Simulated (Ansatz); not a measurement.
# CsBe2BSe3F2: complex band structure, part 3 of 3

Wanted: the relaxed cell of CsBe2BSe3F2, its band edges and its decay constants. It is built by putting Se for O in the CsBe2BO3F2 structure of space group R32, with the volume rescaled by atomic radii. The parent structure comes from the Materials Project.

Ansatz 0.2.0; PBEsol DFT, plane waves, PAW files (the session's first sound run).

So far, gap on the k-mesh (eV): step 3 (band edges) 2.47.

The structure was built from a prototype and need not be the compound's stable phase.

### 6. Band edges at another level, cutoff 500 eV

This step: r2SCAN DFT, plane waves, PAW files (Ansatz 0.2.0).

The edges again with r2SCAN, at the same atoms. Against that run the cutoff is 500 eV against 420.

Input file input.yaml:

```yaml
crystal:
  lattice:
    - [3.0067507656, 1.7359483639, 6.5138514276]
    - [-3.0067507656, 1.7359483639, 6.5138514276]
    - [0.0, -3.4718967278, 6.5138514276]
  atoms:
    - { symbol: Cs, position: [0.0, 0.0, 0.0] }
    - { symbol: Be, position: [0.783904017, 0.783904017, 0.783904017] }
    - { symbol: Be, position: [0.216095983, 0.216095983, 0.216095983] }
    - { symbol: B, position: [0.5, 0.5, 0.5] }
    - { symbol: Se, position: [0.1781274924, 0.8218725076, 0.5] }
    - { symbol: Se, position: [0.5, 0.1781274924, 0.8218725076] }
    - { symbol: Se, position: [0.8218725076, 0.5, 0.1781274924] }
    - { symbol: F, position: [0.7096836043, 0.7096836043, 0.7096836043] }
    - { symbol: F, position: [0.2903163957, 0.2903163957, 0.2903163957] }
kpoints:
  mp_grid: { grid: [6, 6, 6] }
  band_path: { path: [VBM, CBM], npoints: 30 }
scf:
  occupations: { method: fixed }
hamiltonian:
  xc: r2scan
output:
  eigenvalues: true
```

The run is started by

```bash
$ ansatz run input.yaml --threads 2 --pin off --max-ram 4096MiB --backend cpu --events-out ev --progress --plain --runs-dir out
```

Numbers of over 12 decimals in the logs are rounded to 6 here.

What it wrote:

```text
[...]
Crystal: 9 atoms, lattice volume = 203.997 Å³
Basis set: ecut = 500 eV, 5159 PW (Γ), exchange–correlation on 216×216×216 points (64 copies of the dense FFT grid, shifted against one another)
Bands: 48, of which v1, the nominal top of the filled ones, is band 39 counted from 1 (38 counted from 0)
Symmetry: 6 space group operations
[...]
k-points: 32 of 216 (time reversal used)
[...]
SCF iter   1: F=—  HF=-24091.253722 eV  |F-HF|=—  |Δ(HF+E_count)|=         —  Δρ=6.56e-3  dr2=1.12e-1  dr2_τ=2.31e-1  ethr=1.77e-3  ⟨swp⟩=5.2  Hψ=5453  notcnv=0  defer=216
[...]
SCF iter   8: F=-24091.485551 eV  HF=-24091.485551 eV  |F-HF|=3.56e-8  |Δ(HF+E_count)|=   1.41e-7  Δρ=4.41e-6  dr2=3.83e-8  dr2_τ=1.94e-9  ethr=1.28e-10  ⟨swp⟩=11.9  Hψ=7676  notcnv=0
SCF 1 converged in 8 iterations: F = -24091.485551 eV  dr2 = 3.83e-8
[...]
SCF converged after 8 iterations
Free energy (F): -24091.485551 eV
[...]
Internal energy: -24091.485551 eV  (E = F + TS)
E sigma→0 (E₀):  -24091.485551 eV
Fermi energy:    3.529058 eV
[...]
--- Band table (eV; the first three rows and the last of 32) ---
  k-point 0: bands = [... 35 lower, 2.4487, 2.4487, 3.5108, 3.5108, 6.6193, 7.9964, 8.7321, 9.1927, ... 5 higher]
  k-point 1: bands = [... 35 lower, 2.1626, 2.3509, 3.0398, 3.3192, 6.6516, 8.2832, 9.0816, 9.2146, ... 5 higher]
  k-point 2: bands = [... 35 lower, 1.3743, 2.2213, 2.6604, 2.9009, 6.7128, 8.5404, 8.9672, 9.4352, ... 5 higher]
  k-point 31: bands = [... 35 lower, 2.4302, 2.4302, 3.4840, 3.4840, 6.4532, 8.6960, 9.2713, 9.2713, ... 5 higher]
```

It took 74 s on 2 threads of Arm Neoverse V2, shared host; peak memory 1.1 GiB; 2.5 min of CPU time.

Numbers from this step:

* free energy: -24091.4856 eV
* Fermi energy: 3.529 eV
* gap on the k-mesh: 2.924 eV
* gap on path: 2.924 eV, by band count; negative where bands overlap
* direct gap on path: 2.960 eV
* edge places on path: 0, 0.3065 1/A along the path

Electronic bands along the path, in eV, zero at the Fermi level (highest filled level under fixed occupations); v1 is the highest filled band, c1 the lowest empty one:

| point | v4 | v3 | v2 | v1 | c1 | c2 | c3 | c4 |
| --- | --- | --- | --- | --- | --- | --- | --- | --- |
| VBM | -1.12 | -1.05 | -0.05 | 0.00 | 3.02 | 4.77 | 5.23 | 5.53 |
| CBM | -1.10 | -1.10 | -0.04 | -0.04 | 2.92 | 5.17 | 5.74 | 5.74 |

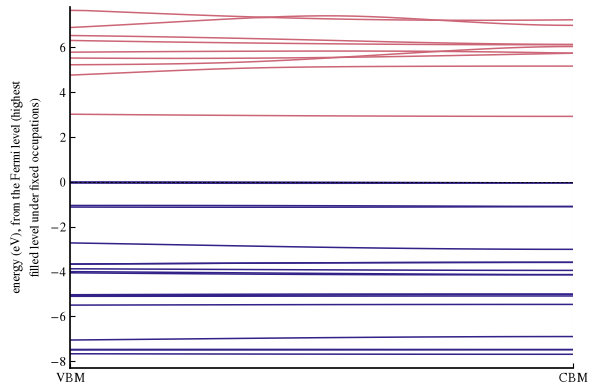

Electronic bands along the path; lines of filled and empty bands in two colours.

The searched edges give 2.92 eV, as on the mesh.

Between step 3 and this run (r2SCAN and cutoff 500 eV) the value for the gap on the k-mesh moves from 2.47 eV to 2.92 eV.

### 7. Complex bands at another level, cutoff 500 eV

This step: r2SCAN DFT, plane waves, PAW files; complex bands by layer matching along the plane's normal (Ansatz 0.2.0).

The complex bands at that level, over its own gap, at (0, 0) and (0, -0.5).

Input file input.yaml:

```yaml
crystal:
  lattice:
    - [6.013501531, 0.0, 0.0]
    - [3.006750766, 6.741199978, 0.0]
    - [3.006750766, -1.341089153, 5.032209295]
  atoms:
    - { symbol: Cs, position: [0.0, 0.0, 0.0] }
    - { symbol: Be, position: [0.432191966, 0.351712051, 0.783904017] }
    - { symbol: Be, position: [0.567808034, 0.648287949, 0.216095983] }
    - { symbol: B, position: [0.0, 0.5, 0.5] }
    - { symbol: Se, position: [0.3218725076, 0.5, 0.1781274924] }
    - { symbol: Se, position: [0.6781274924, 0.5, 0.5] }
    - { symbol: Se, position: [0.0, 0.5, 0.8218725076] }
    - { symbol: F, position: [0.5806327914, 0.1290508129, 0.7096836043] }
    - { symbol: F, position: [0.4193672086, 0.8709491871, 0.2903163957] }
kpoints:
  mp_grid: { grid: [6, 6, 6] }
scf:
  occupations: { method: fixed }
hamiltonian:
  xc: r2scan
output:
  eigenvalues: true
  transmission:
    leads: [[0, 0]]
    kpoints: [[0.0, 0.0], [0.0, -0.5]]
    e_range: [-1.0, 3.92]
    de: 0.1
```

What it wrote:

```text
[...]
Crystal: 9 atoms, lattice volume = 203.997 Å³
Basis set: ecut = 500 eV, 5159 PW (Γ), exchange–correlation on 180×216×180 points (64 copies of the dense FFT grid, shifted against one another)
Bands: 48, of which v1, the nominal top of the filled ones, is band 39 counted from 1 (38 counted from 0)
Symmetry: 6 space group operations
[...]
k-points: 32 of 216 (time reversal used)
[...]
SCF iter   1: F=—  HF=-24091.253513 eV  |F-HF|=—  |Δ(HF+E_count)|=         —  Δρ=6.56e-3  dr2=1.12e-1  dr2_τ=2.31e-1  ethr=1.77e-3  ⟨swp⟩=5.2  Hψ=5462  notcnv=0  defer=212
[...]
SCF iter   8: F=-24091.485549 eV  HF=-24091.485549 eV  |F-HF|=3.58e-8  |Δ(HF+E_count)|=   1.18e-7  Δρ=4.45e-6  dr2=3.89e-8  dr2_τ=1.93e-9  ethr=1.28e-10  ⟨swp⟩=12.0  Hψ=7789  notcnv=0
SCF 1 converged in 8 iterations: F = -24091.485549 eV  dr2 = 3.89e-8
[...]
transmission: 7 of 14 steps passed
transmission: 14 of 14 steps passed
SCF converged after 8 iterations
Free energy (F): -24091.485549 eV
[...]
Internal energy: -24091.485549 eV  (E = F + TS)
E sigma→0 (E₀):  -24091.485549 eV
Fermi energy:    3.529057 eV
[...]
--- Band table (eV; the first three rows and the last of 32) ---
  k-point 0: bands = [... 35 lower, 2.4487, 2.4487, 3.5108, 3.5108, 6.6193, 7.9964, 8.7321, 9.1927, ... 5 higher]
  k-point 1: bands = [... 35 lower, 2.1626, 2.3509, 3.0398, 3.3192, 6.6516, 8.2832, 9.0816, 9.2146, ... 5 higher]
  k-point 2: bands = [... 35 lower, 1.3743, 2.2213, 2.6604, 2.9009, 6.7128, 8.5404, 8.9672, 9.4352, ... 5 higher]
  k-point 31: bands = [... 35 lower, 1.3825, 2.3055, 2.4597, 2.9501, 6.9718, 7.5379, 8.6439, 8.6581, ... 5 higher]
--- Transmission ---
  basis      : 423 plane waves across, 7 finite elements along
  points     : 2, as listed
[...]
channels       : 0.000000e0 a spin
[...]
slowest decay  : 0.2309 /Å at (0.0000, 0.0000)
```

Elapsed: 2.6 min, on 2 threads; peak memory 2.1 GiB.

Numbers from this step:

```yaml
free_energy: -24091.4855 eV
level_to_which_the_leads_are_filled: 1.462 eV from the Fermi level
decay_constant_at_the_filling_level_zone_centre: 0.2309 Å⁻¹
decay_constant_at_the_filling_level_slowest_listed_point: 0.2309 Å⁻¹
```

K parallel (0, 0); values up to 1.5 1/Å, a degenerate pair printed once or twice; energies at which all values exceed this have no row. Table of Im kz of the slowest decaying states by energy, zero at the highest filled level on the SCF mesh:

| energy (eV) | decay 1 (Å⁻¹) | decay 2 (Å⁻¹) | decay 3 (Å⁻¹) | decay 4 (Å⁻¹) |
| --- | --- | --- | --- | --- |
| -1.000 | 0.127 | 0.131 | 0.174 | 0.213 |
| -0.500 | 0.203 | 0.415 | 0.559 | 0.768 |
| 0.000 | 0.0342 | 0.0618 | 0.243 | 0.492 |
| 0.500 | 0.162 | 0.264 | 0.312 | 0.521 |
| 1.000 | 0.206 | 0.272 | 0.421 | 0.533 |
| 1.500 | 0.231 | 0.272 | 0.516 | 0.551 |
| 2.000 | 0.243 | 0.264 | 0.478 | 0.580 |
| 2.500 | 0.247 | 0.249 | 0.431 | 0.531 |
| 3.000 | 0.226 | 0.265 | 0.295 | 0.480 |
| 3.500 | 0.181 | 0.222 | 0.365 | 0.399 |

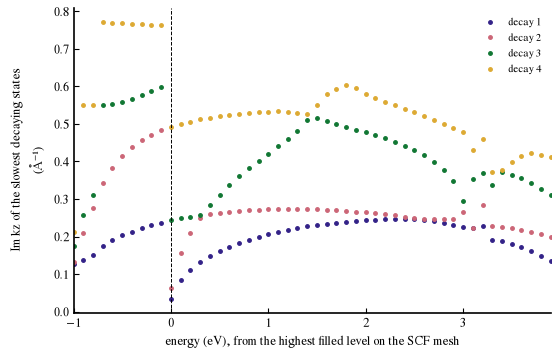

Im kz of the slowest decaying states, plotted against energy.

K parallel (0, -0.5); values up to 1.5 1/Å, a degenerate pair printed once or twice; energies at which all values exceed this have no row. Im kz of the slowest decaying states against energy, zero at the highest filled level on the SCF mesh:

| energy (eV) | decay 1 (Å⁻¹) | decay 2 (Å⁻¹) | decay 3 (Å⁻¹) | decay 4 (Å⁻¹) |
| --- | --- | --- | --- | --- |
| -1.000 | 0.0937 | 0.156 | 0.197 | 0.770 |
| -0.500 | 0.197 | 0.380 | 0.763 | 1.01 |
| 0.000 | 0.0537 | 0.0958 | 0.240 | 0.471 |
| 0.500 | 0.167 | 0.262 | 0.319 | 0.513 |
| 1.000 | 0.211 | 0.271 | 0.440 | 0.524 |
| 1.500 | 0.235 | 0.272 | 0.485 | 0.612 |
| 2.000 | 0.247 | 0.265 | 0.449 | 0.707 |
| 2.500 | 0.249 | 0.250 | 0.382 | 0.676 |
| 3.000 | 0.226 | 0.244 | 0.362 | 0.627 |
| 3.500 | 0.161 | 0.230 | 0.232 | 0.386 |

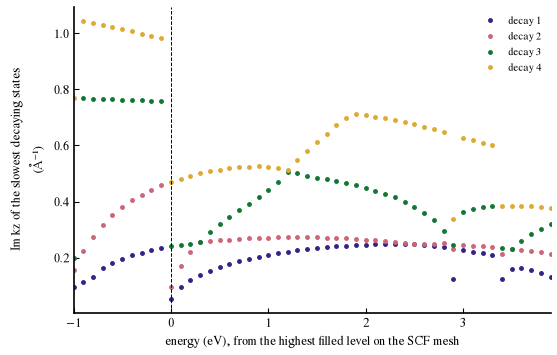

Im kz of the slowest decaying states against energy.

At the listed wavevectors the last open channel is at -0.10 eV and the next at +3.00 eV on the grid. At +1.50 eV, the grid energy nearest the filling level (the middle of the gap on the SCF mesh), the slowest state at the listed wavevectors decays with κ = 0.231 Å⁻¹, its amplitude falling by e over 4.3 Å; the first such run, plane (101), gave 0.212 Å⁻¹.

### 8. A check of the settings

In this try the input is made faulty on purpose, to show what that does.

This step: PBEsol DFT, plane waves, PAW files; complex bands by layer matching along the plane's normal; changed: scf.max_iter = [1, 2] (Ansatz 0.2.0).

Edit input.yaml of step 7 so:

```diff
@@ -19,4 +19,5 @@
   occupations: { method: fixed }
+  max_iter: [1, 2]
 hamiltonian:
-  xc: r2scan
+  xc: pbesol
 output:
@@ -26,3 +27,3 @@
     kpoints: [[0.0, 0.0], [0.0, -0.5]]
-    e_range: [-1.0, 3.92]
-    de: 0.1
+    e_range: [-1.0, 3.47]
+    de: 0.09
```

What it wrote:

```text
Error: YAML parse error: error: line 20 column 13: expected string scalar
  --> <input>:20:13
   |
18 | scf:
19 |   occupations: { method: fixed }
20 |   max_iter: [1, 2]
   |             ^ expected string scalar
21 | hamiltonian:
22 |   xc: pbesol
   |
```

It took 0.02 s on 2 threads; peak memory 0.021 GiB.

The program refused the input before any cycle.

The program's message: “Error: YAML parse error: error: line 20 column 13: expected string scalar”

The change that led to it: scf.max_iter = [1, 2].

### 9. A repeat with changed settings: accuracy = "medium"

This step: PBEsol DFT, plane waves, PAW files; complex bands by layer matching along the plane's normal; changed: accuracy = "medium" (Ansatz 0.2.0).

This run repeats an earlier one, its twin (the complex run, plane (101)), with one setting changed (accuracy; files written aside). It is meant to test how the run responds. Where the input is shown as a difference, that is against the step before, not the twin.

Edit input.yaml of step 8 so:

```diff
@@ -19,3 +19,2 @@
   occupations: { method: fixed }
-  max_iter: [1, 2]
 hamiltonian:
@@ -29 +28,2 @@
     de: 0.09
+accuracy: medium
```

What it wrote:

```text
[...]
Crystal: 9 atoms, lattice volume = 203.997 Å³
Basis set: ecut = 420 eV, 3987 PW (Γ)
Bands: 48, of which v1, the nominal top of the filled ones, is band 39 counted from 1 (38 counted from 0)
Symmetry: 6 space group operations
[...]
k-points: 32 of 216 (time reversal used)
[...]
SCF iter   1: F=—  HF=-23799.805948 eV  |F-HF|=—  |Δ(HF+E_count)|=         —  Δρ=5.17e-3  dr2=4.05e-2  ethr=1.77e-3  ⟨swp⟩=5.2  Hψ=5456  notcnv=0  defer=205
[...]
SCF iter   8: F=-23799.795652 eV  HF=-23799.795652 eV  |F-HF|=1.48e-8  |Δ(HF+E_count)|=   3.28e-7  Δρ=3.24e-6  dr2=4.44e-8  ethr=1.28e-10  ⟨swp⟩=12.9  Hψ=6546  notcnv=0
SCF 1 converged in 8 iterations: F = -23799.795652 eV  dr2 = 4.44e-8
[...]
transmission: 7 of 14 steps passed
transmission: 14 of 14 steps passed
SCF converged after 8 iterations
Free energy (F): -23799.795652 eV
[...]
Internal energy: -23799.795652 eV  (E = F + TS)
E sigma→0 (E₀):  -23799.795652 eV
Fermi energy:    3.722106 eV
[...]
--- Band table (eV; the first three rows and the last of 32) ---
  k-point 0: bands = [... 35 lower, 2.7007, 2.7007, 3.7027, 3.7027, 6.3790, 7.5654, 8.3024, 8.8360, ... 5 higher]
  k-point 1: bands = [... 35 lower, 2.4050, 2.6020, 3.2346, 3.5108, 6.4139, 7.8812, 8.6457, 8.8796, ... 5 higher]
  k-point 2: bands = [... 35 lower, 1.6206, 2.4597, 2.8766, 3.0973, 6.4755, 8.1993, 8.5631, 9.0107, ... 5 higher]
  k-point 31: bands = [... 35 lower, 1.6591, 2.5136, 2.6785, 3.1584, 6.7445, 7.2371, 8.2187, 8.2344, ... 5 higher]
--- Transmission ---
  basis      : 361 plane waves across, 7 finite elements along
  points     : 2, as listed
[...]
channels       : 0.000000e0 a spin
[...]
slowest decay  : 0.2118 /Å at (0.0000, 0.0000)
```

Run time: 1.7 min. Hardware: 2 threads; peak memory 1.5 GiB; 3.3 min of CPU time.

This step gave:

* free energy: -23799.7957 eV
* Fermi energy: 3.722 eV
* gap on the k-mesh: 2.465 eV
* level to which the leads are filled: 1.233 eV from the Fermi level
* decay constant at the filling level, zone centre: 0.2118 Å⁻¹
* decay constant at the filling level, slowest listed point: 0.2118 Å⁻¹

K parallel (0, 0); values up to 1.5 1/Å, a degenerate pair printed once or twice; energies at which all values exceed this have no row. Im kz of the slowest decaying states against energy, zero at the highest filled level on the SCF mesh:

| energy (eV) | decay 1 (Å⁻¹) | decay 2 (Å⁻¹) | decay 3 (Å⁻¹) | decay 4 (Å⁻¹) |
| --- | --- | --- | --- | --- |
| -1.0000 | 0.0668 | 0.0815 | 0.0890 | 0.243 |
| -0.7300 | 0.159 | 0.284 | 0.316 | 0.524 |
| -0.4600 | 0.200 | 0.407 | 0.532 | 0.747 |
| -0.2800 | 0.217 | 0.444 | 0.552 | 0.744 |
| -0.0100 | 0.0245 | 0.0441 | 0.234 | 0.475 |
| 0.2600 | 0.122 | 0.234 | 0.246 | 0.493 |
| 0.5300 | 0.161 | 0.254 | 0.318 | 0.505 |
| 0.7100 | 0.179 | 0.257 | 0.360 | 0.510 |
| 0.9800 | 0.198 | 0.259 | 0.414 | 0.514 |
| 1.2500 | 0.212 | 0.258 | 0.481 | 0.507 |
| 1.5200 | 0.221 | 0.255 | 0.474 | 0.564 |
| 1.7900 | 0.226 | 0.249 | 0.451 | 0.564 |
| 1.9700 | 0.228 | 0.243 | 0.434 | 0.538 |
| 2.2400 | 0.228 | 0.233 | 0.398 | 0.508 |
| 2.5100 | 0.220 | 0.231 | 0.327 | 0.478 |
| 2.7800 | 0.0870 | 0.211 | 0.262 | 0.363 |
| 2.9600 | 0.177 | 0.206 | 0.360 | 0.365 |
| 3.2300 | 0.151 | 0.190 | 0.331 | 0.410 |

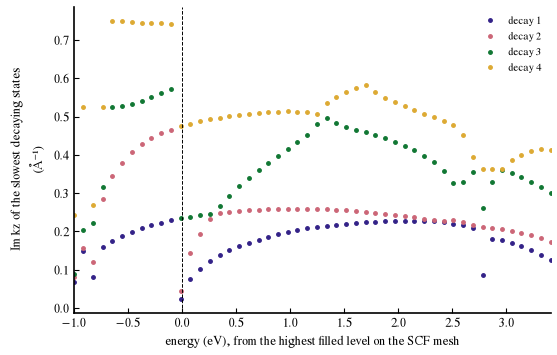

Im kz of the slowest decaying states against energy.

K parallel (0, -0.5); values up to 1.5 1/Å, a degenerate pair printed once or twice; energies at which all values exceed this have no row. Table of Im kz of the slowest decaying states by energy, zero at the highest filled level on the SCF mesh:

| energy (eV) | decay 1 (Å⁻¹) | decay 2 (Å⁻¹) | decay 3 (Å⁻¹) | decay 4 (Å⁻¹) |
| --- | --- | --- | --- | --- |
| -1.000 | 0.0997 | 0.102 | 0.251 | 0.749 |
| -0.460 | 0.193 | 0.372 | 0.737 | 0.984 |
| -0.010 | 0.0493 | 0.0881 | 0.231 | 0.454 |
| 0.530 | 0.167 | 0.252 | 0.324 | 0.498 |
| 0.980 | 0.204 | 0.258 | 0.437 | 0.502 |
| 1.520 | 0.226 | 0.255 | 0.443 | 0.653 |
| 1.970 | 0.233 | 0.244 | 0.391 | 0.672 |
| 2.510 | 0.220 | 0.231 | 0.368 | 0.624 |
| 2.960 | 0.103 | 0.205 | 0.220 | 0.386 |

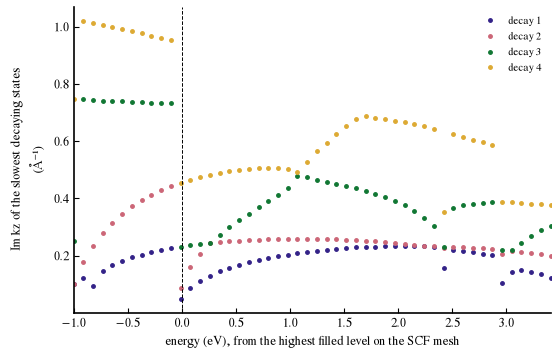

Im kz of the slowest decaying states against energy.

The energy agrees with the twin's within 2e-6 eV and the result to the printed digits, after as many cycles: the change makes no difference here.

### 10. What came out

```
band gap                                         : 2.47 eV
least decay constant at mid-gap, normal to (101) : 0.212 Å⁻¹
least decay constant at mid-gap, normal to (001) : 0.481 Å⁻¹
least decay constant, r2SCAN                     : 0.231 Å⁻¹
```

What this shows: With PBEsol, the slowest decay at the wavevectors tried is κ = 0.212 Å⁻¹, normal to (101). Through such a film the transmission near mid-gap falls as exp(−2κd), a factor of ten every 5.4 Å. The decay depends on direction: 2.3 times faster normal to (001). A free electron under a barrier of half the gap would need a mass of 0.14 mₑ to decay at this rate. With r2SCAN the gap goes from 2.47 to 2.92 eV and the decay constant, over the first 2 listed wavevectors, from 0.212 to 0.231 Å⁻¹. The compound is made up by substitution; its stability against other phases and against distortions of the cell's symmetry was not tested. A semilocal functional narrows gaps, so real decay constants are likely larger.

[Logs are printed without paths, hosts, clocks, repeated set-up lines and the standing remarks that a program may print on its own settings, such as how far it seeks lower states.]

[Hosts, paths, dates, database ids (printed as entryN), source tags and the programs' standing remarks are cut or masked in the printed files.]

[New means built here by substitution; the compound itself may be known and measured.]
